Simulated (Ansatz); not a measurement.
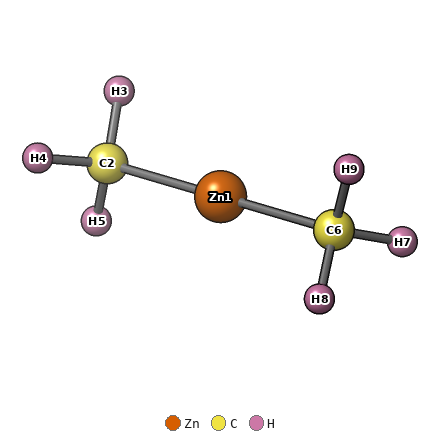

The system is ZnMe2 (C₂H₆Zn); the picture shows the reference structure. Coordinates scanned: (1) angle C2–Zn1–C6 (carried through 180); (2) change of the bonds Zn1–C2, Zn1–C6, all alike. Nothing is relaxed (all other coordinates rigid). Grid: 15 × 15 points. Points are written as (first, second). Energies: kcal/mol, counted from the lowest grid point. Level of theory: RKS PBE-D4/def2-TZVP in Ansatz.

Its coordinates:

```xyz
9

Zn    0.0000    0.0000    0.0000
C    -0.0035   -0.0145    1.9464
H    -0.4400    0.9128    2.3465
H     1.0193   -0.1052    2.3416
H    -0.5920   -0.8600    2.3330
C     0.0035    0.0145   -1.9464
H    -1.0231    0.0184   -2.3422
H     0.5171   -0.8726   -2.3461
H     0.5187    0.9066   -2.3328
```

Range: angle C2–Zn1–C6 (carried through 180) from 140.0 to 220.0°; change of the bonds Zn1–C2, Zn1–C6, all alike from −0.214 to 0.331 Å.

> What will the energy surface look like?

The lowest grid point is at (180.0°, 0.019 Å). It is the only kind of minimum in the scanned range. The highest grid point, (220.0°, −0.214 Å), lies 34.5 kcal/mol above the lowest. Round the minimum the two coordinates are nearly uncoupled.

```tsv
second ↓, first →	140.0	145.7	151.4	157.1	162.9	168.6	174.3	180.0	185.7	191.4	197.1	202.9	208.6	214.3	220.0
0.331	27.4	25.6	24.2	22.9	22.0	21.3	20.9	20.7	20.9	21.3	22.0	22.9	24.2	25.6	27.4
0.292	24.0	22.2	20.6	19.3	18.3	17.6	17.1	17.0	17.1	17.6	18.3	19.3	20.6	22.2	24.0
0.253	20.8	18.9	17.3	15.9	14.8	14.1	13.6	13.5	13.6	14.1	14.8	15.9	17.3	18.9	20.8
0.214	17.9	15.9	14.2	12.7	11.6	10.8	10.3	10.1	10.3	10.8	11.6	12.7	14.2	15.9	17.9
0.175	15.4	13.2	11.4	9.9	8.7	7.8	7.3	7.1	7.3	7.8	8.7	9.9	11.4	13.2	15.4
0.136	13.2	11.0	9.0	7.4	6.2	5.3	4.7	4.5	4.7	5.3	6.2	7.4	9.0	11.0	13.2
0.097	11.6	9.2	7.2	5.5	4.1	3.2	2.6	2.4	2.6	3.2	4.1	5.5	7.2	9.2	11.6
0.058	10.6	8.0	5.9	4.1	2.7	1.7	1.0	0.8	1.0	1.7	2.7	4.1	5.9	8.1	10.6
0.019	10.3	7.6	5.4	3.5	1.9	0.9	0.2	0.0	0.2	0.9	1.9	3.5	5.4	7.6	10.3
−0.019	10.9	8.1	5.7	3.7	2.1	0.9	0.2	0.0	0.2	0.9	2.1	3.7	5.7	8.1	10.9
−0.058	12.5	9.6	7.0	4.9	3.2	2.0	1.3	1.0	1.3	2.0	3.2	4.9	7.0	9.6	12.5
−0.097	15.5	12.3	9.6	7.4	5.6	4.3	3.6	3.3	3.6	4.3	5.6	7.4	9.6	12.3	15.5
−0.136	19.9	16.6	13.8	11.4	9.5	8.1	7.3	7.0	7.3	8.1	9.5	11.4	13.8	16.6	19.9
−0.175	26.2	22.7	19.6	17.1	15.1	13.7	12.8	12.5	12.8	13.7	15.1	17.1	19.6	22.7	26.2
−0.214	34.5	30.8	27.6	25.0	22.9	21.3	20.4	20.1	20.4	21.3	22.9	25.0	27.7	30.8	34.5
```

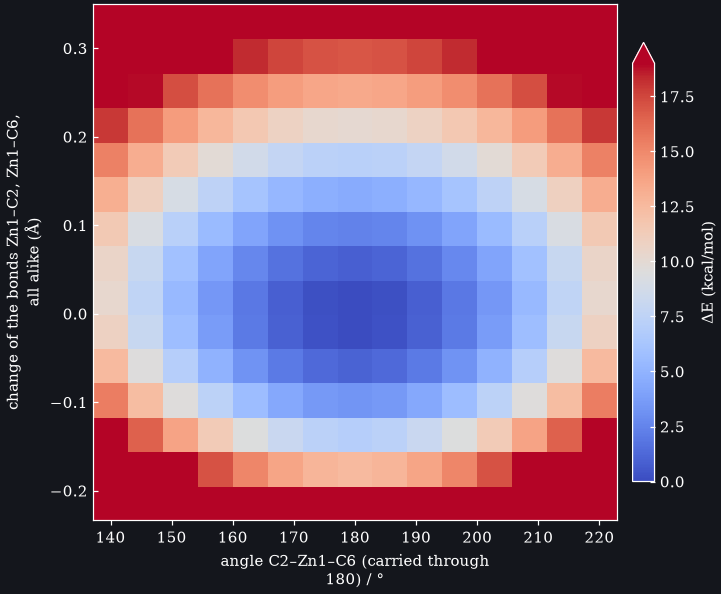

Drawn: one coloured cell a grid point, one colour for all values above the top of the scale.

Each point was launched as `ansatz run input.yaml --threads 1 --pin off --max-ram 2560MiB --backend cpu --events-out ev --progress --plain --runs-dir out`. The whole map (225 points run) took 13 min on 1 thread of AMD EPYC 7R43 64-Core Processor (Zen 3), with other jobs on the host.
